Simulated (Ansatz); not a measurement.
**C3H6Cl2 (1,3-dichloropropane), step by step**

Aim: a series of 18 runs (B2PLYP/cc-pVDZ, UB2PLYP/cc-pVDZ, B2PLYP/jun-cc-pV(D+d)Z, UB2PLYP/jun-cc-pV(D+d)Z, B2PLYP/aug-cc-pVDZ, UB2PLYP/aug-cc-pVDZ, MP2/MINI, MP2/MIDI, and more) of C3H6Cl2. 

Program for the calculation: Ansatz 0.2.0.

## (1) The molecule

C3H6Cl2: 11 atoms, total charge 0, spin state singlet. As SMILES, `ClCCCCl`. Geometry: relaxed at PBE0-D4/def2-TZVP. This is one conformer, not always the lowest.

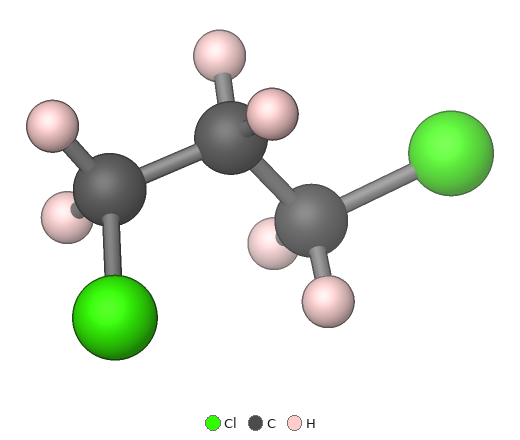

Viewed from a chosen angle; chlorine green, carbon dark grey, hydrogen pink.

## (2) The energy at B2PLYP/cc-pVDZ (start density atoms) (run 1)

Input file input.yaml:

```yaml
crystal:
  periodic: [false, false, false]
  atoms:
    - {symbol: Cl, position_ang: [1.409440, 2.385630, -0.286530]}
    - {symbol: C, position_ang: [0.396080, 1.097460, 0.411850]}
    - {symbol: C, position_ang: [0.275030, -0.070130, -0.540150]}
    - {symbol: C, position_ang: [-0.537080, -1.209850, 0.032600]}
    - {symbol: Cl, position_ang: [-2.241360, -0.750950, 0.315810]}
    - {symbol: H, position_ang: [0.865770, 0.800630, 1.350320]}
    - {symbol: H, position_ang: [-0.575420, 1.538000, 0.628070]}
    - {symbol: H, position_ang: [1.274320, -0.454510, -0.770290]}
    - {symbol: H, position_ang: [-0.166220, 0.264800, -1.481860]}
    - {symbol: H, position_ang: [-0.556360, -2.055620, -0.652790]}
    - {symbol: H, position_ang: [-0.144200, -1.545460, 0.992980]}
basis:
  gaussian:
    orbitals: cc-pVDZ
hamiltonian:
  xc: {name: B2PLYP}
correlation:
  frozen_orbitals: {C: 1, Cl: 5, H: 0}
output:
  orbitals: {seedname: orbitals}
```

Command:

```bash
$ ansatz run input.yaml --threads 1 --pin off --max-ram 3480MiB --events-out events.jsonl --progress --plain --runs-dir runs
```

What it wrote:

```text
Warning: RAYON_NUM_THREADS=1 ignored (pool sized by the plan → 1); use --threads N
Functional definition: B2PLYP
  name "B2PLYP"
  parameter a = 0.53
  parameter c = 0.27
  exchange = (1 - a)*b88_x + a*exact_x
  correlation = (1 - c)*lyp_c + c*(mp2_os + mp2_ss)
1039 factors; integrals over basis functions are off by at most 1.1e-3 eV
mean field evaluation 1: about -28234.2270 eV, gradient 2.8e1 eV
mean field evaluation 2: about -28234.7905 eV, gradient 2.8e1 eV
mean field evaluation 4: about -28236.7513 eV, gradient 3.4e0 eV
mean field evaluation 8: about -28236.7845 eV, gradient 2.3e-1 eV
mean field evaluation 16: about -28236.7846 eV, gradient 2.9e-5 eV
mean field -28236.78458962 eV, -1037.6826940885 hartree, gradient 2.6e-6 eV, S^2 0.000000; 0 other end points of the search recorded, 0 dependent functions left out
13 core orbitals not correlated: weight in the atoms' cores, before any rotation towards them, 1.000 or more for the frozen orbitals, at most 0.000 for the correlated occupied ones
reference -28236.78474875 eV, -1037.6826999366 hartree; 16, 16 occupied and 79, 79 virtual orbitals, 1039 factors
second order -23.16798982 eV of doubles, -0.00000000 eV of singles
Total energy: -28243.04010601 eV, -1037.9125800756 hartree
```

It took 7.5 s on 1 thread of Arm Neoverse V1, shared host; peak memory 0.22 GiB.

## (3) The doublet cation: a single-point energy at UB2PLYP/cc-pVDZ (start density atoms) (run 2)

Input file in.yaml:

```yaml
crystal:
  periodic: [false, false, false]
  atoms:
    - {symbol: Cl, position_ang: [1.409440, 2.385630, -0.286530]}
    - {symbol: C, position_ang: [0.396080, 1.097460, 0.411850]}
    - {symbol: C, position_ang: [0.275030, -0.070130, -0.540150]}
    - {symbol: C, position_ang: [-0.537080, -1.209850, 0.032600]}
    - {symbol: Cl, position_ang: [-2.241360, -0.750950, 0.315810]}
    - {symbol: H, position_ang: [0.865770, 0.800630, 1.350320]}
    - {symbol: H, position_ang: [-0.575420, 1.538000, 0.628070]}
    - {symbol: H, position_ang: [1.274320, -0.454510, -0.770290]}
    - {symbol: H, position_ang: [-0.166220, 0.264800, -1.481860]}
    - {symbol: H, position_ang: [-0.556360, -2.055620, -0.652790]}
    - {symbol: H, position_ang: [-0.144200, -1.545460, 0.992980]}
basis:
  gaussian:
    orbitals: cc-pVDZ
total_charge: 1
magnetization:
  spin_polarized: true
  initial_magnetization: 1
hamiltonian:
  xc: {name: B2PLYP}
correlation:
  frozen_orbitals: {C: 1, Cl: 5, H: 0}
```

Command:

```bash
$ ansatz run in.yaml --threads 1 --pin off --max-ram 3480MiB --events-out events.jsonl --progress --plain --runs-dir runs
```

What it wrote, shortened:

```text
Warning: RAYON_NUM_THREADS=1 ignored (pool sized by the plan → 1); use --threads N
Functional definition: B2PLYP
  name "B2PLYP"
[...]
1039 factors; integrals over basis functions are off by at most 1.1e-3 eV
[...]
mean field -28226.25852406 eV, -1037.2958683140 hartree, gradient 2.0e-6 eV, S^2 0.756364; 6 other end points of the search recorded, 0 dependent functions left out
13 core orbitals not correlated: weight in the atoms' cores, before any rotation towards them, 1.000 or more for the frozen orbitals, at most 0.000 for the correlated occupied ones
reference -28226.25869119 eV, -1037.2958744559 hartree; 16, 15 occupied and 79, 80 virtual orbitals, 1039 factors
second order -23.64499114 eV of doubles, -0.00000000 eV of singles
Total energy: -28232.64283880 eV, -1037.5304875532 hartree
```

Run time: 35 s. Hardware: 1 thread of Arm Neoverse V1, shared host; peak memory 0.33 GiB.

Runs 3 to 6 aren't shown in full; the table further down has their settings and results.

## (4) Energy and gradient at MP2/MINI (start density atoms) (run 7)

Input file job.yaml:

```yaml
crystal:
  periodic: [false, false, false]
  atoms:
    - {symbol: Cl, position_ang: [1.409440, 2.385630, -0.286530]}
    - {symbol: C, position_ang: [0.396080, 1.097460, 0.411850]}
    - {symbol: C, position_ang: [0.275030, -0.070130, -0.540150]}
    - {symbol: C, position_ang: [-0.537080, -1.209850, 0.032600]}
    - {symbol: Cl, position_ang: [-2.241360, -0.750950, 0.315810]}
    - {symbol: H, position_ang: [0.865770, 0.800630, 1.350320]}
    - {symbol: H, position_ang: [-0.575420, 1.538000, 0.628070]}
    - {symbol: H, position_ang: [1.274320, -0.454510, -0.770290]}
    - {symbol: H, position_ang: [-0.166220, 0.264800, -1.481860]}
    - {symbol: H, position_ang: [-0.556360, -2.055620, -0.652790]}
    - {symbol: H, position_ang: [-0.144200, -1.545460, 0.992980]}
basis:
  gaussian:
    orbitals: MINI.json
total_charge: 0
correlation:
  method: mp2
  frozen_orbitals: {C: 1, Cl: 5, H: 0}
output: {forces: true, orbitals: {seedname: orbitals}}
```

The basis set MINI is read from a file made from the Basis Set Exchange's data (not shown).

Command:

```bash
$ ansatz run job.yaml --threads 1 --pin off --max-ram 3480MiB --events-out events.jsonl --progress --plain --runs-dir runs
```

What it wrote, shortened:

```text
Warning: RAYON_NUM_THREADS=1 ignored (pool sized by the plan → 1); use --threads N
Functional definition: HF
  name "HF"
[...]
542 factors; integrals over basis functions are off by at most 4.6e-5 eV
[...]
mean field -28045.57400097 eV, -1030.6558345629 hartree, gradient 1.3e-6 eV, S^2 0.000000; 0 other end points of the search recorded, 0 dependent functions left out
13 core orbitals not correlated: weight in the atoms' cores, before any rotation towards them, 1.000 or more for the frozen orbitals, at most 0.000 for the correlated occupied ones
reference -28045.57400097 eV, -1030.6558345629 hartree; 16, 16 occupied and 10, 10 virtual orbitals, 542 factors
second order -4.41118229 eV of doubles, -0.00000000 eV of singles
[...]
Total energy: -28049.98518326 eV, -1030.8179425221 hartree
Atom 0 at     1.409440     2.385630    -0.286530 Å, force     2.316699     2.945525    -1.630667 eV/Å
Atom 1 at     0.396080     1.097460     0.411850 Å, force     0.538564    -0.439974    -1.347293 eV/Å
Atom 2 at     0.275030    -0.070130    -0.540150 Å, force    -0.390073    -0.258483     1.299254 eV/Å
Atom 3 at    -0.537080    -1.209850     0.032600 Å, force    -0.440075     1.626494    -0.250741 eV/Å
Atom 4 at    -2.241360    -0.750950     0.315810 Å, force    -3.778022     1.040345     0.599726 eV/Å
Atom 5 at     0.865770     0.800630     1.350320 Å, force     1.556396    -1.455049     3.766057 eV/Å
Atom 6 at    -0.575420     1.538000     0.628070 Å, force    -4.041499     1.442404     1.023956 eV/Å
Atom 7 at     1.274320    -0.454510    -0.770290 Å, force     3.609582    -1.301391    -0.885615 eV/Å
Atom 8 at    -0.166220     0.264800    -1.481860 Å, force    -1.607114     1.232986    -3.465927 eV/Å
Atom 9 at    -0.556360    -2.055620    -0.652790 Å, force     0.306833    -3.451827    -2.752018 eV/Å
Atom 10 at    -0.144200    -1.545460     0.992980 Å, force     1.928710    -1.381030     3.643267 eV/Å
Dipole moment:     0.132938    -0.303704     0.043062 e Å
```

Wall time 1.1 s (1 thread of Arm Neoverse V1, shared host); peak memory 0.091 GiB.

Runs 8 to 17 aren't shown in full; the table further down has their settings and results.

## (5) The triplet: a single-point energy at RPA@PBE/def2-TZVP (start density atoms) (run 18)

Edit in.yaml of step 3 so:

```diff
@@ -15,11 +15,5 @@
 basis:
-  gaussian:
-    orbitals: cc-pVDZ
-total_charge: 1
-magnetization:
-  spin_polarized: true
-  initial_magnetization: 1
-hamiltonian:
-  xc: {name: B2PLYP}
-correlation:
-  frozen_orbitals: {C: 1, Cl: 5, H: 0}
+  gaussian: {orbitals: def2-TZVP}
+hamiltonian: {xc: pbe}
+correlation: {method: rpa, frozen_orbitals: {C: 1, Cl: 5, H: 0}}
+magnetization: {spin_polarized: true, initial_magnetization: 2}
```

Command:

```bash
$ ansatz run in.yaml --threads 1 --pin off --max-ram 3480MiB --events-out events.jsonl --progress --plain --runs-dir runs
```

What it wrote, shortened:

```text
Warning: RAYON_NUM_THREADS=1 ignored (pool sized by the plan → 1); use --threads N
Functional definition: PBE
  name "PBE"
[...]
1324 factors; integrals over basis functions are off by at most 1.1e-3 eV
[...]
mean field -28235.39187572 eV, -1037.6315127969 hartree, gradient 1.4e-6 eV, S^2 2.002054; 10 other end points of the search recorded, 0 dependent functions left out
13 core orbitals not correlated: weight in the atoms' cores, before any rotation towards them, 1.000 or more for the frozen orbitals, at most 0.000 for the correlated occupied ones
reference -28184.99532511 eV, -1035.7794737217 hartree; 17, 15 occupied and 173, 175 virtual orbitals, 1324 factors
Total energy: -28226.70950541 eV, -1037.3124415731 hartree
```

Run time: 2.2 min. Hardware: 1 thread of Arm Neoverse V1, shared host; peak memory 0.58 GiB.

## (6) Overview of the runs

| run | level | task | core potential | partner | energy (Eh) | wall time |
| --- | --- | --- | --- | --- | --- | --- |
| 1 | B2PLYP/cc-pVDZ (start density atoms) | energy | none | base | -1037.912580 | 7.5 s |
| 2 | UB2PLYP/cc-pVDZ (start density atoms) | energy | none | cation | -1037.530488 | 35 s |
| 3 | B2PLYP/jun-cc-pV(D+d)Z (start density atoms) | energy | none | base | -1037.927573 | 12 s |
| 4 | UB2PLYP/jun-cc-pV(D+d)Z (start density atoms) | energy | none | cation | -1037.541776 | 66 s |
| 5 | B2PLYP/aug-cc-pVDZ (start density atoms) | energy | none | base | -1037.939966 | 18 s |
| 6 | UB2PLYP/aug-cc-pVDZ (start density atoms) | energy | none | cation | -1037.553473 | 2.1 min |
| 7 | MP2/MINI (start density atoms) | gradient | none | base | -1030.817943 | 1.1 s |
| 8 | MP2/MIDI (start density atoms) | gradient | none | base | -1031.310783 | 2.2 s |
| 9 | MP2/LANL2DZ (core potential, start density atoms) | gradient | LANL2DZ | base | -146.783836 | 1.4 s |
| 10 | MP2/def2-mTZVP (start density atoms) | gradient | none | base | -1036.833868 | 7.5 s |
| 11 | MP2/def2-mTZVPP (start density atoms) | gradient | none | base | -1036.913520 | 11 s |
| 12 | MP2/def2-TZVP (start density atoms) | gradient | none | base | -1037.045235 | 22 s |
| 13 | RPA@PBE/def2-SV(P) (start density atoms) | energy | none | base | -1036.731040 | 4.5 s |
| 14 | RPA@PBE/def2-SV(P) (start density atoms) | energy | none | triplet | -1036.460856 | 43 s |
| 15 | RPA@PBE/def2-SVP (start density atoms) | energy | none | base | -1036.829533 | 5.7 s |
| 16 | RPA@PBE/def2-SVP (start density atoms) | energy | none | triplet | -1036.558886 | 50 s |
| 17 | RPA@PBE/def2-TZVP (start density atoms) | energy | none | base | -1037.569900 | 15 s |
| 18 | RPA@PBE/def2-TZVP (start density atoms) | energy | none | triplet | -1037.312442 | 2.2 min |

## (7) Results

| quantity | value |
| --- | --- |
| triplet, run 18: total energy | -1037.31244 Eh |
| triplet, run 18: RPA correlation energy (valence) | -1533.0 mEh |
| triplet, run 18: ⟨S²⟩ of the reference determinant | 2.002 |
| vertical ionisation energy (to the doublet cation), B2PLYP/cc-pVDZ | 10.397 eV |
| vertical ionisation energy (to the doublet cation), B2PLYP/jun-cc-pV(D+d)Z | 10.498 eV |
| vertical ionisation energy (to the doublet cation), B2PLYP/aug-cc-pVDZ | 10.517 eV |
| vertical energy of the triplet above the singlet, RPA@PBE/def2-SV(P) | 7.352 eV |
| vertical energy of the triplet above the singlet, RPA@PBE/def2-SVP | 7.365 eV |
| vertical energy of the triplet above the singlet, RPA@PBE/def2-TZVP | 7.006 eV |

In words: At B2PLYP/cc-pVDZ: removing an electron at fixed nuclei costs 10.40 eV (1003 kJ/mol). −ε(HOMO) before ionisation, 9.44 eV, is 0.96 eV below this ionisation energy. At B2PLYP/jun-cc-pV(D+d)Z: the vertical ionisation energy comes to 10.50 eV (1013 kJ/mol). The negative HOMO energy of the first species, 9.61 eV, lies 0.89 eV below that difference. At B2PLYP/aug-cc-pVDZ: removing an electron at fixed nuclei costs 10.52 eV (1015 kJ/mol). −ε(HOMO) before ionisation, 9.59 eV, is 0.93 eV below this ionisation energy. Some runs of one species differ in core potentials or relativity; totals across that change don't compare. In run 7 the basis is minimal, so the values are rough. All runs together took 9.3 min, the longest 2.2 min.
